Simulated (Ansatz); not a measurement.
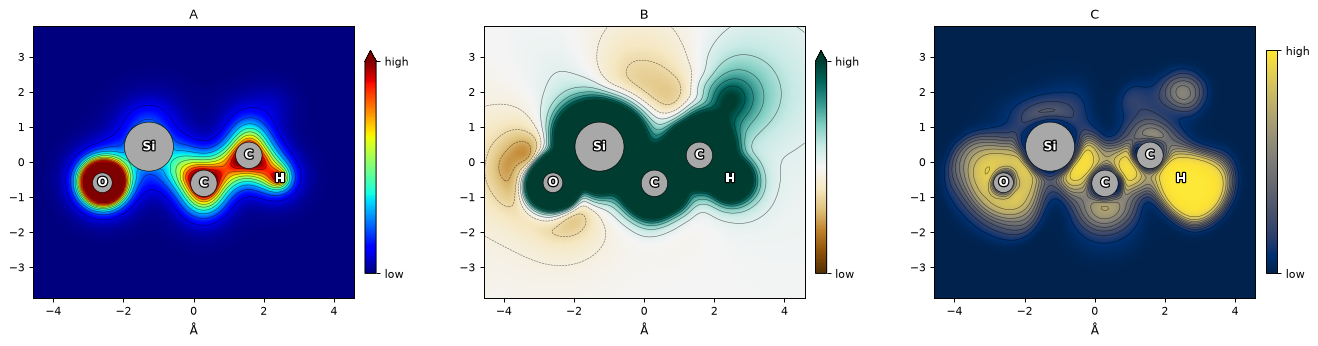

C$_{2}$H$_{9}$NO$_{2}$Si: 3 fields on the plane of atoms O3, Si2 and C4, with unlabelled colour scales. Grey discs cover the atomic cores.

Method: RKS PBE0/def2-SVP in Ansatz 0.2.0.

The panels show electron density, electron localisation function and electrostatic potential in some order. Assign them.

Panel A: electron density. Panel B: electrostatic potential (strongly positive close to the atoms, with negative regions outside electron-rich atoms). Panel C: electron localisation function. From the grid: C–C (1.52 Å): ρ at the midpoint is about 1.7 e/Å³; the ELF peaks at about 0.95 between the atoms: a covalent bond. Si–O (1.68 Å): ρ at the midpoint is about 1 e/Å³; the ELF peaks at about 0.90 between the atoms (a polar covalent bond).
